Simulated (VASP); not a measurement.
Input:

```
AgI
1.0
    0.00000     3.24200     3.24200
    3.24200     0.00000     3.24200
    3.24200     3.24200     0.00000
Ag I
1 1
Direct
  0.00000   0.00000   0.00000
  0.25000   0.25000   0.25000
```

Level of theory: vdW-DF-cx, VASP's PBE PAW potentials (set 64) (plane waves; VASP 6.6.1). Numerical set-up: 520 eV cut-off, 8×8×8 Γ-centred mesh, tetrahedra with Blöchl corrections, potentials Ag I.

Unless said otherwise, spin-orbit coupling is left out, though it shifts the bands of the heavy elements here.

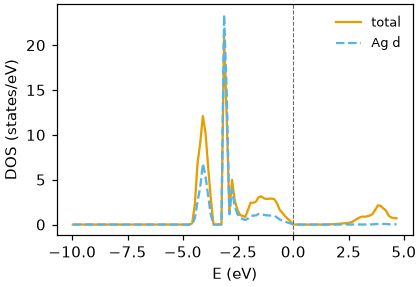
*Total and projected density of states, zero at the valence-band maximum*

Within 2 eV below the valence-band maximum the largest weight inside VASP's projection spheres is Ag d, then I p.

The gap is direct, 1.25 eV, from the valence maximum at Γ to the conduction minimum at Γ.

The compound is AgI in the zinc blende structure, whereas wurtzite is the usual form. It was relaxed first.
